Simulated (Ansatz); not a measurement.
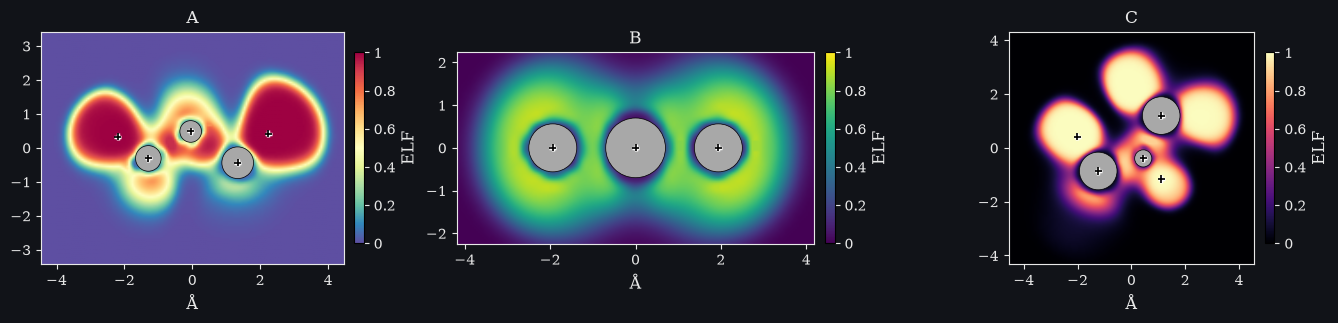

The electron localisation function of 3 systems, each on a plane through atoms (crosses mark nuclei in the plane; grey discs cover the cores).

The calculation used isolated molecule in a Gaussian basis; Kohn-Sham density functional theory, functional PBE0 in Ansatz.

System 1: CH$_{7}$BFN (SMILES C[NH2+][BH2-]F), the plane of atoms C1, N4 and B2. Geometry: PBE-D3(BJ)/def2-SVP.

| atom | x (Å) | y (Å) | z (Å) |
| --- | --- | --- | --- |
| C | 2.2092 | -1.3132 | 0.0892 |
| B | -0.2030 | -1.8720 | -0.8129 |
| F | 0.2019 | -3.2158 | -0.8627 |
| N | 0.7610 | -1.2057 | 0.3677 |
| H | 2.4365 | -2.3796 | -0.0893 |
| H | 2.8284 | -0.9216 | 0.9201 |
| H | 2.4248 | -0.7559 | -0.8410 |
| H | 0.4736 | -0.2231 | 0.4862 |
| H | 0.5305 | -1.6833 | 1.2526 |
| H | 0.0772 | -1.2147 | -1.8256 |
| H | -1.3465 | -1.7002 | -0.3681 |

System 2: ClH$_{4}$INSi$_{2}$ (SMILES Cl[SiH2]N[SiH]I) (doublet), the plane of atoms Si5, N3 and H8. Geometry: PBE0-D3(BJ)/def2-SVP; core potentials replace the inner electrons of I.

```yaml
atoms:
  - { symbol: Cl, position_ang: [-2.8471, -3.9664, -0.9179] }
  - { symbol: I, position_ang: [2.2742, -0.4198, 1.1018] }
  - { symbol: N, position_ang: [-0.3508, -2.6594, 0.5229] }
  - { symbol: Si, position_ang: [-2.0837, -2.7532, 0.5791] }
  - { symbol: Si, position_ang: [0.6337, -1.5380, -0.3661] }
  - { symbol: H, position_ang: [-2.4899, -3.3567, 1.8749] }
  - { symbol: H, position_ang: [-2.6292, -1.3891, 0.3710] }
  - { symbol: H, position_ang: [0.1476, -3.4221, 0.9784] }
  - { symbol: H, position_ang: [-0.3122, -0.5115, -0.9118] }
```

System 3: S$_{2}$Si (SMILES S=[Si]=S), a plane that holds the molecular axis. Geometry: B3LYP/6-31G*.

```xyz
3

S     0.0000    0.0000   -1.9389
S     0.0000    0.0000    1.9389
Si    0.0000    0.0000    0.0000
```

> Match each panel to its system.

Panel A is system 1, CH$_{7}$BFN: the plane holds C, B, N and H. C–N (1.48 Å): the ELF peaks at about 0.90 between the atoms (a shared electron pair). Panel B is system 3, S$_{2}$Si: the plane holds S and Si. Si–S (1.94 Å): the ELF peaks at about 0.80 between the atoms: a covalent bond. Panel C is system 2, ClH$_{4}$INSi$_{2}$: the plane holds N, Si and H. Si–N (1.74 Å): the ELF peaks at about 0.90 between the atoms (a polar covalent bond).
